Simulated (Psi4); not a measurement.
**SiH₂F₂ (charge +1): single-point calculation (part 1 of 2)**

The run: single-point calculation of SiH₂F₂, charge +1, multiplicity 2. Method and program: OMP3/6-311G, UHF (Psi4 1.11).

The geometry is that of the parent species in another charge or spin state. The geometry comes from this level: GFN2-xTB.

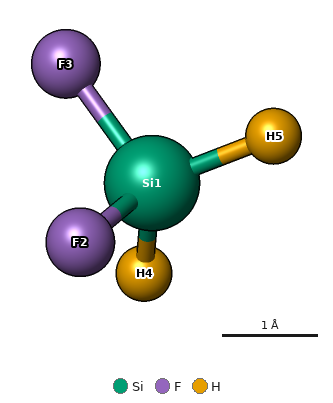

The structure (ball-and-stick view, seen at a tilt; atoms are numbered from 1 in the order of the input).

Key numbers

- outcome: converged
- total energy: −488.879926 hartree
- SCF energy: −488.548772 hartree
- MP2 energy: −488.891245 hartree
- correlation energy: −0.331154 hartree
- basis functions: 53
- ⟨S²⟩: 0.806
- hardware: 1 thread of Intel Xeon @ 2.50GHz (Skylake/Cascade Lake), 64 GiB of memory available, shared host
- wall time: 62 s
- peak memory: 0.21 GiB

Input file (f2h2si.py)
```python
import psi4

psi4.set_memory(1600000000)
psi4.set_num_threads(1)
psi4.core.set_output_file('run.log', False)

with open('f2h2si.xyz') as f:
    atoms = ''.join(f.readlines()[2:])
mol = psi4.geometry('1 2\n' + atoms + 'no_reorient\nno_com')

psi4.set_options({
    'basis': '6-311G',
    'reference': 'uhf',
    'freeze_core': True,
    'mp_type': 'df',
    'scf_type': 'df',
})

energy_value, wavefunction = psi4.energy("omp3", return_wfn=True)
print('E =', round(energy_value, 9))
for k, v in sorted(psi4.core.scalar_variables().items()):
    print(f'{k:45s} {v:18.10f}')
```

File f2h2si.xyz
```
5
F2H2Si
Si    -0.091360     0.000560    -0.064290
F      0.009240    -0.018840     1.526500
F      1.436020     0.010630    -0.519740
H     -0.680140     1.257800    -0.455540
H     -0.673740    -1.250150    -0.486920
```

Launched with:
```bash
python f2h2si.py
```

What the program printed
```
For method 'OMP3', SCF Algorithm Type (re)set to DISK_DF.

   => Loading Basis Set <=

    Name: 6-311G
    Role: ORBITAL
    Keyword: BASIS

         ---------------------------------------------------------
                                   SCF
                              UHF Reference
                        1 Threads,   1525 MiB Core
         ---------------------------------------------------------

  ==> Geometry <==

    Molecular point group: c1
    Full point group: C1

    Geometry (in Angstrom), charge = 1, multiplicity = 2:

       Center              X                  Y                   Z               Mass
    ------------   -----------------  -----------------  -----------------  -----------------
         SI          -0.091360000000     0.000560000000    -0.064290000000    27.976926534650
         F            0.009240000000    -0.018840000000     1.526500000000    18.998403162730
         F            1.436020000000     0.010630000000    -0.519740000000    18.998403162730
         H           -0.680140000000     1.257800000000    -0.455540000000     1.007825032230
         H           -0.673740000000    -1.250150000000    -0.486920000000     1.007825032230

  Running in c1 symmetry.

  Rotational constants: A =      0.49061  B =      0.27063  C =      0.18666 [cm^-1]
  Rotational constants: A =  14707.97900  B =   8113.33489  C =   5596.00161 [MHz]
  Nuclear repulsion =  119.076698466433129

  Charge       = 1
  Multiplicity = 2
  Electrons    = 33
  Nalpha       = 17
  Nbeta        = 16

  ==> Algorithm <==

  SCF Algorithm Type is DISK_DF.
  DIIS enabled.
  MOM disabled.
  Fractional occupation disabled.
  Guess Type is SAD.
  Energy threshold   = 1.00e-08
  Density threshold  = 1.00e-08
  Integral threshold = 1.00e-12

  ==> Primary Basis <==

  Basis Set: 6-311G
    Blend: 6-311G
    Number of shells: 31
    Number of basis functions: 53
    Number of Cartesian functions: 53
    Spherical Harmonics?: true
    Max angular momentum: 1

   => Loading Basis Set <=

    Name: (6-311G AUX)
    Role: JKFIT
    Keyword: DF_BASIS_SCF

  ==> Integral Setup <==

  ==> DiskDFJK: Density-Fitted J/K Matrices <==

    J tasked:                  Yes
    K tasked:                  Yes
    wK tasked:                  No
    Integrals threads:           1
    Memory [MiB]:             1144
    Algorithm:                Core
    Integral Cache:           SAVE
    Schwarz Cutoff:          1E-12
    Fitting Condition:       1E-10

   => Auxiliary Basis Set <=

  Basis Set: (6-311G AUX)
    Blend: CC-PVTZ-JKFIT
    Number of shells: 107
    Number of basis functions: 339
    Number of Cartesian functions: 407
    Spherical Harmonics?: true
    Max angular momentum: 4

  Minimum eigenvalue in the overlap matrix is 1.7240405603E-02.
  Reciprocal condition number of the overlap matrix is 3.9674550899E-03.
    Using symmetric orthogonalization.

  ==> Pre-Iterations <==

  SCF Guess: Superposition of Atomic Densities via on-the-fly atomic UHF (no occupation information).

   -------------------------
    Irrep   Nso     Nmo
   -------------------------
     A         53      53
   -------------------------
    Total      53      53
   -------------------------

  ==> Iterations <==

                           Total Energy        Delta E     RMS |[F,P]|

   @DF-UHF iter SAD:  -488.32872057412703   -4.88329e+02   0.00000e+00
   @DF-UHF iter   1:  -488.44204486946933   -1.13324e-01   8.41325e-03 DIIS/ADIIS
   @DF-UHF iter   2:  -488.51606089669963   -7.40160e-02   5.90667e-03 DIIS/ADIIS
   @DF-UHF iter   3:  -488.54500622809036   -2.89453e-02   9.97262e-04 DIIS/ADIIS
   @DF-UHF iter   4:  -488.54773925634856   -2.73303e-03   3.78813e-04 DIIS/ADIIS
   @DF-UHF iter   5:  -488.54856878106392   -8.29525e-04   1.39495e-04 DIIS/ADIIS
   @DF-UHF iter   6:  -488.54872871361272   -1.59933e-04   5.79474e-05 DIIS
   @DF-UHF iter   7:  -488.54875915762142   -3.04440e-05   3.26960e-05 DIIS
   @DF-UHF iter   8:  -488.54877021479825   -1.10572e-05   1.26771e-05 DIIS
   @DF-UHF iter   9:  -488.54877147813255   -1.26333e-06   5.86949e-06 DIIS
   @DF-UHF iter  10:  -488.54877160419204   -1.26059e-07   2.07276e-06 DIIS
   @DF-UHF iter  11:  -488.54877162009564   -1.59036e-08   7.09936e-07 DIIS
   @DF-UHF iter  12:  -488.54877162250460   -2.40897e-09   1.82625e-07 DIIS
   @DF-UHF iter  13:  -488.54877162270810   -2.03499e-10   5.15700e-08 DIIS
   @DF-UHF iter  14:  -488.54877162272987   -2.17710e-11   3.02594e-08 DIIS
   @DF-UHF iter  15:  -488.54877162274107   -1.11982e-11   2.48992e-08 DIIS
   @DF-UHF iter  16:  -488.54877162275397   -1.29035e-11   1.76478e-08 DIIS
   @DF-UHF iter  17:  -488.54877162276483   -1.08571e-11   6.94057e-09 DIIS
  Energy and wave function converged.

  ==> Post-Iterations <==

   @Spin Contamination Metric:   5.580622228E-02
   @S^2 Expected:                7.500000000E-01
   @S^2 Observed:                8.058062223E-01
   @S   Expected:                5.000000000E-01
   @S   Observed:                5.000000000E-01

    Orbital Energies [Eh]
    ---------------------

    Alpha Occupied:

       1A    -69.242581     2A    -26.563835     3A    -26.563818
       4A     -6.588384     5A     -4.700040     6A     -4.694199
       7A     -4.692585     8A     -1.889250     9A     -1.862920
      10A     -1.133398    11A     -1.015393    12A     -0.980972
      13A     -0.955902    14A     -0.927110    15A     -0.905769
      16A     -0.898016    17A     -0.893463

    Alpha Virtual:

      18A     -0.131898    19A     -0.129518    20A     -0.075446
      21A     -0.018225    22A     -0.006970    23A      0.034204
      24A      0.101640    25A      0.135352    26A      0.249526
      27A      0.289819    28A      0.885269    29A      0.905968
      30A      0.953511    31A      0.956704    32A      0.967362
      33A      1.091676    34A      1.113871    35A      1.188886
      36A      1.192008    37A      1.426910    38A      1.651229
      39A      2.191274    40A      2.234527    41A      5.445850
      42A      6.356250    43A      6.388995    44A      6.467521
      45A      6.485496    46A      6.505213    47A      6.567414
      48A     11.663049    49A     11.695030    50A     11.714078
      51A     68.352870    52A     68.415334    53A    143.226079

    Beta Occupied:

       1A    -69.243446     2A    -26.558441     3A    -26.558392
       4A     -6.590897     5A     -4.697185     6A     -4.695235
       7A     -4.691111     8A     -1.875054     9A     -1.847699
      10A     -1.068928    11A     -0.958389    12A     -0.955891
      13A     -0.919046    14A     -0.891910    15A     -0.861450
      16A     -0.839905

    Beta Virtual:

      17A     -0.467966    18A     -0.136979    19A     -0.100268
      20A     -0.063852    21A      0.001627    22A      0.020141
      23A      0.076573    24A      0.097451    25A      0.142883
      26A      0.304921    27A      0.309680    28A      0.886749
      29A      0.905543    30A      0.949639    31A      0.976932
      32A      0.983634    33A      1.092169    34A      1.114849
      35A      1.194190    36A      1.206957    37A      1.427928
      38A      1.660950    39A      2.271961    40A      2.315988
      41A      5.443856    42A      6.359307    43A      6.408289
      44A      6.468909    45A      6.486264    46A      6.524115
      47A      6.569948    48A     11.671298    49A     11.692016
      50A     11.713753    51A     68.355831    52A     68.418296
      53A    143.224288

    Final Occupation by Irrep:
              A
    DOCC [    16 ]
    SOCC [     1 ]
    NA   [    17 ]
    NB   [    16 ]

  @DF-UHF Final Energy:  -488.54877162276483

   => Energetics <=

    Nuclear Repulsion Energy =            119.0766984664331289
    One-Electron Energy =                -907.4903246326612134
    Two-Electron Energy =                 299.8648545434633093
    Total Energy =                       -488.5487716227648320

  UHF NO Occupations:
  HONO-2 :   15  A 1.9981228
  HONO-1 :   16  A 1.9739762
  HONO-0 :   17  A 1.0000000
  LUNO+0 :   18  A 0.0260238
  LUNO+1 :   19  A 0.0018772
  LUNO+2 :   20  A 0.0002828
  LUNO+3 :   21  A 0.0000353

Computation Completed

Properties will be evaluated at   0.000000,   0.000000,   0.000000 [a0]

Properties computed using the SCF density matrix

 Multipole Moments:

 ------------------------------------------------------------------------------------
     Multipole            Electronic (a.u.)      Nuclear  (a.u.)        Total (a.u.)
 ------------------------------------------------------------------------------------

 L = 1.  Multiply by 2.5417464519 to convert [e a0] to [Debye]
 Dipole X            :        -21.2362770           19.6048125           -1.6314645
 Dipole Y            :          0.1183023           -0.1103600            0.0079423
 Dipole Z            :        -14.7790927           13.6406479           -1.1384448
 Magnitude           :                                                    1.9894210

 ------------------------------------------------------------------------------------

	total time  =          1 seconds =       0.02 minutes
  Constructing Basis Sets for DFOCC...

   => Loading Basis Set <=

    Name: (6-311G AUX)
    Role: JKFIT
    Keyword: DF_BASIS_SCF

   => Loading Basis Set <=

    Name: (6-311G AUX)
    Role: RIFIT
    Keyword: DF_BASIS_CC

  Module DFOCC Options:
  ----------------------------------------------------------------------------
  ACTIVE                        => (empty)
  BASIS_RELATIVISTIC            => (empty)
  BENCH                         => (empty)
  CC_DIIS_MAX_VECS              => (empty)
  CC_DIIS_MIN_VECS              => (empty)
  CC_LAMBDA                     => (empty)
  CC_MAXITER                    => (empty)
  CC_TYPE                       => (empty)
  CHOLESKY                      => FALSE           !
  CHOLESKY_TOLERANCE            => (empty)
  CI_TYPE                       => (empty)
  COMPUT_S2                     => (empty)
  CUBEPROP_BASIS_FUNCTIONS      => (empty)
  CUBEPROP_FILEPATH             => (empty)
  CUBEPROP_ISOCONTOUR_THRESHOLD => (empty)
  CUBEPROP_ORBITALS             => (empty)
  CUBEPROP_TASKS                => (empty)
  CUBIC_BASIS_TOLERANCE         => (empty)
  CUBIC_BLOCK_MAX_POINTS        => (empty)
  CUBIC_GRID_OVERAGE            => (empty)
  CUBIC_GRID_SPACING            => (empty)
  CUTOFF                        => (empty)
  DDX                           => (empty)
  DEBUG                         => (empty)
  DERTYPE                       => (empty)
  DF_BASIS_CC                   => (empty)
  DIE_IF_NOT_CONVERGED          => (empty)
  DKH_ORDER                     => (empty)
  DOCC                          => (empty)
  DO_DIIS                       => (empty)
  DO_LEVEL_SHIFT                => (empty)
  DO_SCS                        => FALSE           !
  DO_SOS                        => FALSE           !
  E3_SCALE                      => (empty)
  EKT_IP                        => (empty)
  EXTERNAL_POTENTIAL_SYMMETRY   => (empty)
  E_CONVERGENCE                 => 1e-06           !
  FREEZE_CORE                   => 1               !
  FREEZE_CORE_POLICY            => (empty)
  FROZEN_DOCC                   => (empty)
  FROZEN_UOCC                   => (empty)
  HESS_TYPE                     => (empty)
  INTEGRAL_CUTOFF               => (empty)
  INTEGRAL_PACKAGE              => (empty)
  LEVEL_SHIFT                   => (empty)
  LINEQ_SOLVER                  => (empty)
  LITERAL_CFOUR                 => (empty)
  LS_THC_BASIS_TOLERANCE        => (empty)
  LS_THC_DF                     => (empty)
  LS_THC_PRUNING_SCHEME         => (empty)
  LS_THC_RADIAL_POINTS          => (empty)
  LS_THC_SPHERICAL_POINTS       => (empty)
  LS_THC_S_EPSILON              => (empty)
  LS_THC_WEIGHTS_TOLERANCE      => (empty)
  MAT_NUM_COLUMN_PRINT          => (empty)
  MAX_MOGRAD_CONVERGENCE        => (empty)
```
